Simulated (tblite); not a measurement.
## Run report: C5H18F2OSi5, geometry relaxation (part 2 of 2)

The same run, continued: C5H18F2OSi5, SMILES CO[Si@H]1C[Si@H]([SiH3])C[SiH2]C[Si](F)(F)C1; GFN2-xTB geometry optimisation, gas phase (tblite 0.8.0). 

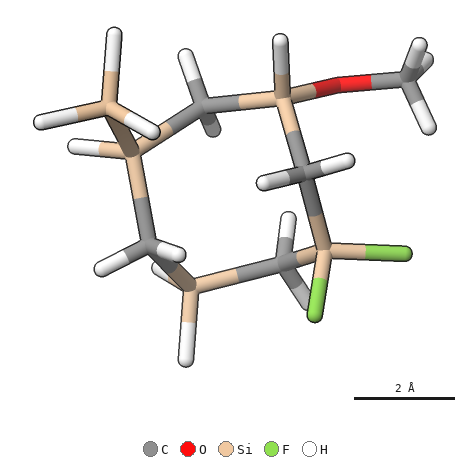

*The geometry at step 238 of the log (stick view, seen at a tilt).*

Trajectory as extended XYZ, continued
```
31
Properties=species:S:1:pos:R:3:forces:R:3 step=119 energy=-1148.39977
C     3.8292   -0.5928   -1.0246    0.0090  -0.0010  -0.0090
O     2.5912    0.0128   -1.2598    0.0000  -0.0080  -0.0100
Si    1.5072    0.5915   -0.1990   -0.0060  -0.0100   0.0000
C     0.0335    0.9619   -1.3211   -0.0100   0.0080  -0.0140
Si   -1.5662    1.5840   -0.4982   -0.0110   0.0030   0.0010
Si   -1.2256    3.6570    0.4768   -0.0020   0.0030  -0.0050
C    -2.2482    0.3633    0.8054    0.0000  -0.0050   0.0060
Si   -2.6334   -1.4263    0.2977    0.0110  -0.0100  -0.0110
C    -1.1189   -2.3408   -0.4130    0.0080   0.0060   0.0030
Si    0.4354   -2.3109    0.6425   -0.0100  -0.0050   0.0120
F     0.1757   -3.2312    1.9443    0.0040  -0.0080   0.0080
F     1.6090   -3.1773   -0.0534   -0.0100   0.0100   0.0030
C     1.1678   -0.6689    1.1918   -0.0050  -0.0130   0.0050
H     3.7059   -1.5145   -0.4531   -0.0050   0.0070  -0.0010
H     4.4926    0.0812   -0.4785   -0.0030  -0.0040   0.0120
H     4.2737   -0.8276   -1.9916    0.0080  -0.0060  -0.0120
H     2.0180    1.8066    0.4624    0.0100   0.0120   0.0020
H    -0.1835    0.0849   -1.9276   -0.0040  -0.0080  -0.0010
H     0.3514    1.7282   -2.0267    0.0040   0.0110  -0.0110
H    -2.5864    1.6175   -1.5768    0.0100   0.0100   0.0110
H    -0.4071    3.5873    1.6947   -0.0080   0.0080  -0.0040
H    -0.5510    4.6109   -0.4109   -0.0010  -0.0040   0.0110
H    -2.4750    4.3155    0.8816    0.0130  -0.0120   0.0000
H    -3.1771    0.7913    1.1840   -0.0060   0.0020  -0.0030
H    -1.5714    0.3485    1.6588    0.0090  -0.0030   0.0050
H    -3.6811   -1.4263   -0.7350   -0.0070  -0.0070  -0.0130
H    -3.1257   -2.1667    1.4697    0.0040  -0.0010   0.0000
H    -0.8934   -1.9470   -1.4013   -0.0110  -0.0040   0.0020
H    -1.4046   -3.3826   -0.5616    0.0070   0.0150  -0.0010
H     2.1158   -0.8804    1.6890   -0.0040   0.0120   0.0100
H     0.5302   -0.2194    1.9481    0.0050   0.0010   0.0010
31
Properties=species:S:1:pos:R:3:forces:R:3 step=149 energy=-1148.40319
C     3.7954   -0.6523   -1.0377   -0.0020  -0.0020  -0.0040
O     2.5610   -0.0459   -1.2971    0.0030   0.0100  -0.0090
Si    1.5019    0.5969   -0.2464    0.0150   0.0060  -0.0010
C     0.0146    0.9790   -1.3483    0.0120  -0.0130   0.0000
Si   -1.5727    1.5882   -0.4910    0.0200   0.0250   0.0230
Si   -1.2079    3.6401    0.5235    0.0020  -0.0030   0.0100
C    -2.2593    0.3423    0.7878   -0.0130  -0.0010   0.0000
Si   -2.6205   -1.4505    0.2695   -0.0100  -0.0020   0.0010
C    -1.0739   -2.3292   -0.4128    0.0030   0.0030  -0.0050
Si    0.4463   -2.2734    0.6885    0.0080  -0.0030   0.0080
F     0.1593   -3.1577    2.0085   -0.0080  -0.0030   0.0160
F     1.6411   -3.1558    0.0525    0.0030  -0.0100  -0.0100
C     1.1602   -0.6093    1.1920    0.0000   0.0110   0.0070
H     3.6529   -1.6016   -0.5193   -0.0080  -0.0030   0.0090
H     4.4274   -0.0043   -0.4271    0.0000   0.0020  -0.0010
H     4.2874   -0.8371   -1.9927   -0.0110   0.0090  -0.0140
H     2.0517    1.8234    0.3632    0.0060  -0.0040   0.0030
H    -0.2105    0.1083   -1.9604   -0.0070  -0.0040  -0.0140
H     0.3211    1.7543   -2.0497    0.0000  -0.0030   0.0040
H    -2.6016    1.6675   -1.5562   -0.0100  -0.0070  -0.0130
H    -0.4075    3.5457    1.7528   -0.0160  -0.0020  -0.0160
H    -0.5111    4.6075   -0.3329   -0.0100  -0.0210   0.0080
H    -2.4585    4.3002    0.9219    0.0120  -0.0040   0.0030
H    -3.1973    0.7579    1.1575   -0.0090   0.0110  -0.0010
H    -1.5950    0.3256    1.6517   -0.0030  -0.0030  -0.0090
H    -3.6575   -1.4808   -0.7754    0.0200   0.0150   0.0010
H    -3.1152   -2.1962    1.4376    0.0050   0.0000  -0.0050
H    -0.8297   -1.9130   -1.3868    0.0050  -0.0050  -0.0160
H    -1.3322   -3.3731   -0.5889   -0.0020  -0.0050   0.0140
H     2.1051   -0.7915    1.7059    0.0020  -0.0030   0.0020
H     0.5129   -0.1358    1.9241   -0.0060   0.0080   0.0100
31
Properties=species:S:1:pos:R:3:forces:R:3 step=178 energy=-1148.41190
C     3.6795   -0.8011   -1.1703   -0.0010   0.0050  -0.0100
O     2.4643   -0.1422   -1.3940    0.0100   0.0000   0.0030
Si    1.5098    0.6345   -0.3349    0.0130  -0.0120   0.0170
C    -0.0171    1.0179   -1.3809    0.0170  -0.0080  -0.0020
Si   -1.5818    1.6063   -0.4716   -0.0120  -0.0190   0.0130
Si   -1.1730    3.5613    0.6928   -0.0040   0.0210   0.0190
C    -2.3220    0.3052    0.7196    0.0040  -0.0130   0.0030
Si   -2.5629   -1.4836    0.1273   -0.0040   0.0070  -0.0040
C    -0.9268   -2.3355   -0.3561   -0.0070  -0.0010   0.0040
Si    0.4847   -2.1455    0.8682   -0.0020   0.0140   0.0090
F     0.0923   -2.8657    2.2581   -0.0320   0.0050   0.0180
F     1.7170   -3.1025    0.4447    0.0200   0.0010  -0.0180
C     1.1606   -0.4253    1.2128   -0.0080   0.0070   0.0070
H     3.4945   -1.8067   -0.7906    0.0050  -0.0040   0.0090
H     4.2986   -0.2601   -0.4532   -0.0010   0.0140  -0.0010
H     4.2076   -0.8639   -2.1220   -0.0010  -0.0140  -0.0140
H     2.1688    1.8589    0.1591   -0.0040   0.0100  -0.0160
H    -0.2559    0.1546   -1.9985   -0.0130  -0.0060  -0.0070
H     0.2585    1.8066   -2.0796    0.0110   0.0010  -0.0110
H    -2.6067    1.7763   -1.5294   -0.0170   0.0090  -0.0230
H    -0.4424    3.3444    1.9480    0.0090  -0.0070   0.0090
H    -0.3891    4.5459   -0.0601   -0.0130   0.0030   0.0030
H    -2.4148    4.2401    1.0842    0.0110   0.0220  -0.0030
H    -3.3062    0.6756    1.0111    0.0180   0.0030   0.0010
H    -1.7374    0.2915    1.6394    0.0030  -0.0160  -0.0050
H    -3.4564   -1.4980   -1.0410    0.0090  -0.0120  -0.0260
H    -3.1926   -2.2642    1.2037    0.0050  -0.0030   0.0050
H    -0.5998   -1.9808   -1.3310   -0.0200   0.0140   0.0060
H    -1.1370   -3.3978   -0.4796    0.0110  -0.0050   0.0070
H     2.0904   -0.5353    1.7728   -0.0020   0.0010  -0.0170
H     0.4834    0.1184    1.8657   -0.0040  -0.0190   0.0240
31
Properties=species:S:1:pos:R:3:forces:R:3 step=208 energy=-1148.42305
C     3.5498   -0.9280   -1.2768   -0.0090   0.0110  -0.0020
O     2.3372   -0.2506   -1.4506   -0.0240   0.0050   0.0050
Si    1.4903    0.6654   -0.4101    0.0190   0.0250  -0.0110
C    -0.0709    1.0470   -1.4074    0.0040  -0.0060  -0.0140
Si   -1.6109    1.6278   -0.4487    0.0160  -0.0020   0.0010
Si   -1.1321    3.4708    0.8682    0.0060  -0.0320  -0.0110
C    -2.3541    0.2372    0.6334    0.0040  -0.0170   0.0050
Si   -2.4983   -1.5265   -0.0581   -0.0110  -0.0090   0.0030
C    -0.7816   -2.3221   -0.3046   -0.0080   0.0040  -0.0090
Si    0.4757   -1.9773    1.0474    0.0020  -0.0390  -0.0010
F    -0.1105   -2.4994    2.4580    0.0010   0.0070   0.0080
F     1.7257   -2.9941    0.8921   -0.0080   0.0080   0.0020
C     1.1758   -0.2430    1.2371    0.0060  -0.0040  -0.0130
H     3.3650   -1.9289   -0.8804    0.0040   0.0330   0.0010
H     4.2112   -0.3926   -0.5937   -0.0080  -0.0030  -0.0110
H     4.0295   -1.0042   -2.2536    0.0150  -0.0360   0.0120
H     2.2425    1.8868   -0.0619   -0.0120  -0.0010  -0.0160
H    -0.3325    0.1789   -2.0093   -0.0100  -0.0080  -0.0100
H     0.1822    1.8281   -2.1228    0.0070   0.0120   0.0090
H    -2.6337    1.9144   -1.4861   -0.0020  -0.0090   0.0100
H    -0.4559    3.1021    2.1197    0.0010   0.0150   0.0050
H    -0.2567    4.4410    0.2040    0.0020   0.0180   0.0100
H    -2.3276    4.2170    1.2785    0.0010   0.0060   0.0000
H    -3.3540    0.5622    0.9240    0.0130  -0.0110  -0.0030
H    -1.7871    0.1734    1.5626   -0.0170   0.0210   0.0160
H    -3.2144   -1.5338   -1.3448    0.0290   0.0050   0.0160
H    -3.2513   -2.3490    0.9029   -0.0050  -0.0010  -0.0160
H    -0.3672   -2.0086   -1.2600    0.0020   0.0060  -0.0020
H    -0.9193   -3.4010   -0.3771   -0.0110   0.0060  -0.0050
H     2.1278   -0.3262    1.7623   -0.0060   0.0060   0.0240
H     0.5336    0.3629    1.8708   -0.0010  -0.0110  -0.0020
31
Properties=species:S:1:pos:R:3:forces:R:3 step=238 energy=-1148.43614
C     3.4898   -0.9692   -1.3038    0.0050  -0.0090   0.0010
O     2.2757   -0.3021   -1.5036   -0.0010   0.0010   0.0050
Si    1.4682    0.6652   -0.4758   -0.0040   0.0060   0.0040
C    -0.1194    1.0585   -1.4247   -0.0070   0.0030  -0.0050
Si   -1.6188    1.6228   -0.3924   -0.0040  -0.0010  -0.0150
Si   -1.0903    3.4190    0.9682   -0.0110  -0.0040  -0.0120
C    -2.3559    0.1847    0.6293   -0.0030   0.0050   0.0040
Si   -2.4356   -1.5330   -0.1753    0.0040  -0.0010  -0.0040
C    -0.7007   -2.3205   -0.2879   -0.0040  -0.0080   0.0010
Si    0.4641   -1.9152    1.1275   -0.0030  -0.0020  -0.0060
F    -0.2386   -2.2884    2.5325    0.0090   0.0000  -0.0090
F     1.6868   -2.9747    1.1558    0.0060   0.0090  -0.0040
C     1.1871   -0.1803    1.2114    0.0020  -0.0010   0.0060
H     3.3540   -1.8131   -0.6244   -0.0110   0.0050   0.0020
H     4.2430   -0.2987   -0.8853   -0.0140   0.0050  -0.0120
H     3.8345   -1.3354   -2.2716   -0.0100  -0.0070   0.0070
H     2.2458    1.8861   -0.1939    0.0140   0.0140  -0.0030
H    -0.4089    0.2046   -2.0343    0.0070  -0.0070   0.0040
H     0.1080    1.8561   -2.1303    0.0180   0.0030   0.0020
H    -2.6703    1.9584   -1.3870    0.0100   0.0060   0.0070
H    -0.4433    3.0228    2.2265   -0.0020   0.0030   0.0010
H    -0.1821    4.3775    0.3309    0.0130   0.0040   0.0040
H    -2.2691    4.1974    1.3664   -0.0040   0.0010   0.0110
H    -3.3707    0.4734    0.9022   -0.0090   0.0070   0.0000
H    -1.8173    0.0926    1.5721    0.0000   0.0000   0.0060
H    -2.9899   -1.4392   -1.5347   -0.0130  -0.0120  -0.0040
H    -3.3034   -2.4096    0.6269    0.0070  -0.0040  -0.0020
H    -0.2271   -2.0255   -1.2218   -0.0090  -0.0040   0.0010
H    -0.8277   -3.4011   -0.3429    0.0080  -0.0110  -0.0030
H     2.1456   -0.2382    1.7280    0.0010  -0.0020   0.0090
H     0.5547    0.4546    1.8269    0.0000   0.0020   0.0030
31
Properties=species:S:1:pos:R:3:forces:R:3 step=268 energy=-1148.44082
C     3.4485   -1.0018   -1.2957   -0.0040  -0.0010  -0.0060
O     2.2517   -0.3062   -1.5018    0.0070  -0.0010   0.0130
Si    1.4726    0.6883   -0.4777    0.0250   0.0000   0.0060
C    -0.1160    1.0820   -1.4240    0.0130   0.0040   0.0070
Si   -1.6198    1.6279   -0.3901   -0.0150   0.0020   0.0070
Si   -1.0865    3.4032    0.9982    0.0010  -0.0080   0.0010
C    -2.3682    0.1746    0.6041   -0.0010  -0.0060  -0.0030
Si   -2.4186   -1.5466   -0.1991   -0.0010   0.0000   0.0020
C    -0.6750   -2.3166   -0.2974    0.0060  -0.0010   0.0060
Si    0.4791   -1.8879    1.1205    0.0070  -0.0050   0.0020
F    -0.2240   -2.2698    2.5227    0.0040  -0.0030   0.0000
F     1.7141   -2.9338    1.1511   -0.0010   0.0100   0.0080
C     1.1863   -0.1466    1.2139   -0.0030   0.0010  -0.0020
H     3.3451   -1.7125   -0.4745   -0.0050  -0.0100   0.0000
H     4.2632   -0.3131   -1.0656    0.0020   0.0180   0.0010
H     3.6837   -1.5406   -2.2132    0.0000  -0.0160  -0.0130
H     2.2742    1.8990   -0.2121   -0.0120  -0.0090  -0.0080
H    -0.3969    0.2305   -2.0412    0.0050   0.0070  -0.0050
H     0.1128    1.8881   -2.1191   -0.0050  -0.0010  -0.0130
H    -2.6636    1.9839   -1.3846   -0.0020   0.0070   0.0010
H    -0.4605    2.9883    2.2613   -0.0040  -0.0100   0.0030
H    -0.1516    4.3566    0.3911   -0.0060  -0.0020  -0.0040
H    -2.2597    4.1896    1.3965   -0.0080   0.0080  -0.0010
H    -3.3925    0.4513    0.8554    0.0080   0.0140  -0.0020
H    -1.8509    0.0817    1.5593   -0.0010   0.0060  -0.0030
H    -2.9736   -1.4783   -1.5602    0.0000   0.0060   0.0020
H    -3.2793   -2.4261    0.6079    0.0070  -0.0080   0.0000
H    -0.1997   -2.0272   -1.2322   -0.0100   0.0050   0.0020
H    -0.7878   -3.3997   -0.3404   -0.0030   0.0010  -0.0060
H     2.1392   -0.1941    1.7422   -0.0050  -0.0050   0.0000
H     0.5417    0.4854    1.8193   -0.0040  -0.0030   0.0050
31
Properties=species:S:1:pos:R:3:forces:R:3 step=298 energy=-1148.44205
C     3.4285   -1.0344   -1.3139   -0.0050  -0.0010   0.0000
O     2.2351   -0.3282   -1.5003   -0.0010   0.0060  -0.0040
Si    1.4793    0.6879   -0.4805   -0.0050   0.0010   0.0060
C    -0.1062    1.0958   -1.4281    0.0010   0.0000   0.0010
Si   -1.6179    1.6325   -0.3997    0.0030   0.0000  -0.0010
Si   -1.1018    3.3887    1.0177    0.0010   0.0000   0.0000
C    -2.3728    0.1787    0.5890    0.0000  -0.0030   0.0030
Si   -2.4047   -1.5496   -0.1980    0.0030  -0.0070  -0.0020
C    -0.6544   -2.3051   -0.2894    0.0040  -0.0030  -0.0010
Si    0.4887   -1.8726    1.1360    0.0000   0.0010  -0.0020
F    -0.2160   -2.2597    2.5357    0.0000   0.0010   0.0000
F     1.7342   -2.9054    1.1781   -0.0020   0.0000   0.0020
C     1.1805   -0.1249    1.2204    0.0000  -0.0040   0.0010
H     3.3348   -1.7349   -0.4827    0.0080  -0.0020   0.0030
H     4.2548   -0.3503   -1.1107   -0.0020  -0.0030   0.0010
H     3.6364   -1.5874   -2.2302    0.0010   0.0000  -0.0010
H     2.2972    1.8895   -0.2310    0.0040   0.0020  -0.0030
H    -0.3840    0.2508   -2.0559    0.0000   0.0010   0.0010
H     0.1243    1.9078   -2.1164    0.0030   0.0000   0.0030
H    -2.6530    1.9994   -1.3990   -0.0060   0.0010   0.0000
H    -0.5080    2.9482    2.2878   -0.0030  -0.0020   0.0060
H    -0.1455    4.3397    0.4424    0.0030   0.0050  -0.0040
H    -2.2745    4.1830    1.4019   -0.0050   0.0030  -0.0020
H    -3.4008    0.4550    0.8241   -0.0010   0.0020   0.0000
H    -1.8683    0.0970    1.5519    0.0020   0.0010   0.0040
H    -2.9602   -1.4903   -1.5590    0.0000  -0.0030  -0.0030
H    -3.2526   -2.4375    0.6134   -0.0010   0.0020   0.0010
H    -0.1775   -2.0041   -1.2196   -0.0030   0.0030   0.0000
H    -0.7575   -3.3887   -0.3418   -0.0050   0.0000  -0.0010
H     2.1265   -0.1597    1.7615    0.0020  -0.0010  -0.0030
H     0.5234    0.5082    1.8112    0.0020   0.0010  -0.0060
31
Properties=species:S:1:pos:R:3:forces:R:3 step=328 energy=-1148.44244
C     3.4220   -1.0479   -1.3223   -0.0030   0.0020   0.0000
O     2.2315   -0.3356   -1.5044   -0.0020   0.0010   0.0030
Si    1.4865    0.6864   -0.4819    0.0010   0.0030   0.0020
C    -0.0991    1.1067   -1.4239    0.0010  -0.0020   0.0000
Si   -1.6155    1.6314   -0.3957    0.0000  -0.0010  -0.0020
Si   -1.1195    3.3925    1.0230   -0.0020   0.0010   0.0000
C    -2.3673    0.1751    0.5919   -0.0010   0.0000  -0.0010
Si   -2.3995   -1.5528   -0.1965    0.0000   0.0010  -0.0010
C    -0.6466   -2.3009   -0.2941    0.0000   0.0010   0.0010
Si    0.4892   -1.8699    1.1374    0.0020   0.0010   0.0000
F    -0.2286   -2.2453    2.5338    0.0020  -0.0010   0.0000
F     1.7288   -2.9089    1.1946    0.0010  -0.0010   0.0010
C     1.1886   -0.1249    1.2195    0.0010   0.0010  -0.0030
H     3.3419   -1.7234   -0.4693   -0.0010  -0.0030   0.0000
H     4.2579   -0.3654   -1.1567    0.0020   0.0020   0.0030
H     3.6061   -1.6283   -2.2266   -0.0020  -0.0030  -0.0020
H     2.3152    1.8818   -0.2372    0.0010   0.0020   0.0010
H    -0.3750    0.2693   -2.0627   -0.0020  -0.0020   0.0000
H     0.1329    1.9269   -2.1019   -0.0010   0.0000   0.0010
H    -2.6517    1.9931   -1.3963   -0.0010  -0.0010   0.0010
H    -0.5713    2.9564    2.3151    0.0000  -0.0020   0.0010
H    -0.1380    4.3311    0.4696    0.0030  -0.0020   0.0000
H    -2.2969    4.2001    1.3636   -0.0010   0.0030  -0.0010
H    -3.3954    0.4510    0.8274    0.0000   0.0010   0.0010
H    -1.8623    0.0933    1.5547    0.0000  -0.0020  -0.0010
H    -2.9588   -1.4952   -1.5562   -0.0010  -0.0020   0.0000
H    -3.2418   -2.4427    0.6186   -0.0010   0.0020  -0.0030
H    -0.1711   -1.9892   -1.2214    0.0010   0.0000   0.0000
H    -0.7453   -3.3843   -0.3557    0.0000   0.0000   0.0020
H     2.1361   -0.1626    1.7578   -0.0030  -0.0020   0.0010
H     0.5351    0.5118    1.8106    0.0030  -0.0010  -0.0010
```

Summary

| quantity | value |
| --- | --- |
| outcome | converged |
| total energy | −1148.4424 eV |
| hardware | 1 CPU thread, shared host |
| wall time | 12 s |
| peak memory | 0.25 GiB |
